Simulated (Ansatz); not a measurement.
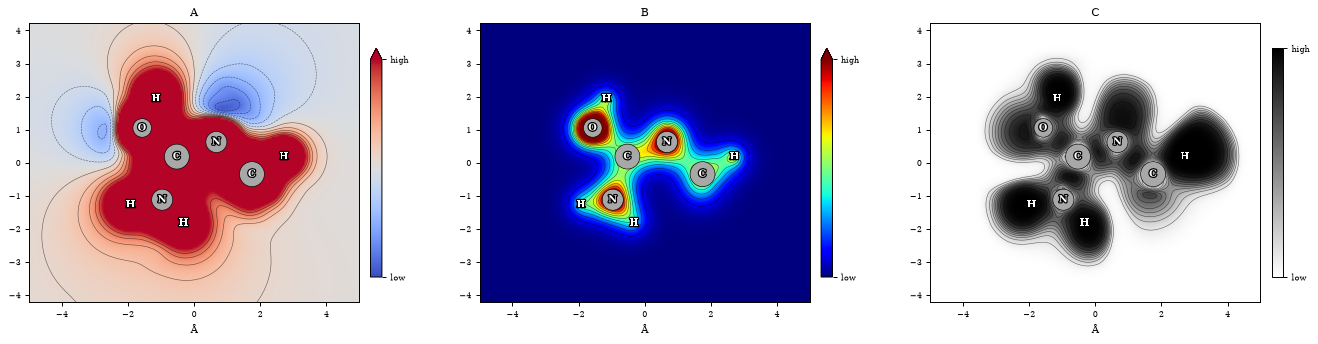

C2H6N2O: 3 fields on the plane of atoms C3, O5 and H11, with unlabelled colour scales. Grey discs cover the atomic cores.

Theory: RKS B3LYP-D4/6-31G* (Ansatz 0.2.0).

Q: Match the panels to the quantities (electron density, electron localisation function and electrostatic potential).

A: Panel A: electrostatic potential (strongly positive close to the atoms, with negative regions outside electron-rich atoms). Panel B: electron density. Panel C: electron localisation function. From the grid: C–N (1.27 Å): ρ at the midpoint is about 2.8 e/Å³; the ELF peaks at about 0.90 between the atoms: a covalent bond. C–O (1.36 Å): ρ at the midpoint is about 2.4 e/Å³, with its minimum of 2 e/Å³ about 0.5 Å from C; the ELF peaks at about 0.90 between the atoms: a shared but strongly polarised pair.
